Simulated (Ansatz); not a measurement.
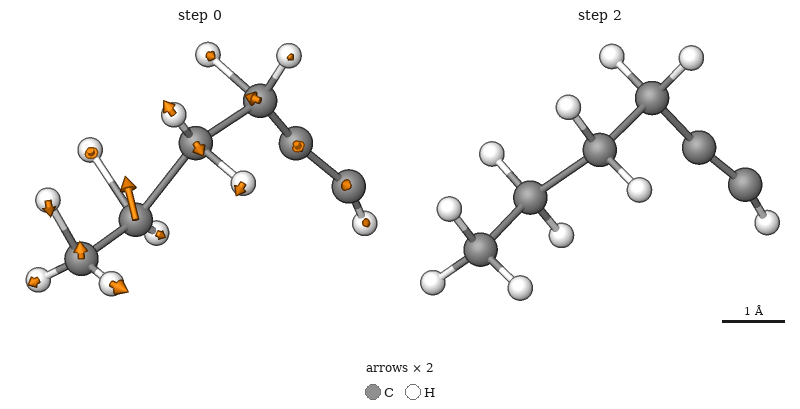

The structure of C6H10 before (left) and after (right) a relaxation, at one scale. The orange arrows give the displacements, magnified 2 times.

Style: ball-and-stick. Shown from a free direction.

Method: UKS B97/def2-mTZVP (Ansatz 0.2.0).

Input file:
```yaml
crystal:
  periodic: [false, false, false]
  atoms:
    - {symbol: C, position_ang: [2.753731, 0.398070, -1.675734]}
    - {symbol: C, position_ang: [1.993424, -0.237977, -0.691564]}
    - {symbol: C, position_ang: [1.357214, -1.022427, 0.085023]}
    - {symbol: C, position_ang: [-0.143863, -0.827097, 0.207169]}
    - {symbol: C, position_ang: [-0.909625, 0.665176, 0.071504]}
    - {symbol: C, position_ang: [-2.263397, 0.792786, 0.123054]}
    - {symbol: H, position_ang: [3.097112, 1.114883, -2.192342]}
    - {symbol: H, position_ang: [1.597400, -2.016271, 0.208562]}
    - {symbol: H, position_ang: [1.646459, -0.588316, 1.300141]}
    - {symbol: H, position_ang: [-0.624169, -1.442613, 0.689382]}
    - {symbol: H, position_ang: [-0.394675, -1.242343, -0.876321]}
    - {symbol: H, position_ang: [-0.175236, 1.323605, -0.191704]}
    - {symbol: H, position_ang: [-0.491519, 0.730903, 1.464919]}
    - {symbol: H, position_ang: [-2.513108, 0.423877, -0.574395]}
    - {symbol: H, position_ang: [-2.653090, -0.035696, 1.082531]}
    - {symbol: H, position_ang: [-2.461669, 1.673029, 0.440621]}
basis:
  gaussian: {orbitals: def2-mTZVP, final_grid: {core_spheres: 8, valence_spheres: 7, degree: 23}}
magnetization: {spin_polarized: true, initial_magnetization: 0}
hamiltonian: {xc: {name: B97}}
relax: {f_tol: 0.0001, max_steps: 3}
output: {forces: true}
```

Launched with:
```bash
ansatz run in.yaml --threads 2 --pin off --events-out ev --progress --plain --max-ram 22528MiB --backend cpu
```

Question: What changed between the two?

Answer: The relaxation stopped without meeting its thresholds, so the last structure isn't shown to be converged. The input was poor on purpose: steps. The largest move after the best rigid fit is that of C5, 0.39 Å. By element the largest moves are C 0.39 Å, H 0.19 Å. Among the contacts that change: C5–H13 1.456 → 1.074 Å, C6–H14 0.828 → 1.081 Å, C6–H15 1.326 → 1.088 Å, C3–H9 1.322 → 1.094 Å. Among the angles between lasting bonds that change: C6–C5–H12 131.7° → 112.7°, C3–C4–H11 95.2° → 109.9°, C5–C4–H11 98.1° → 112.8°. The energy falls by 237.0 kcal/mol in 2 geometry steps. The largest force component goes from 17 to 2.7 eV/Å.
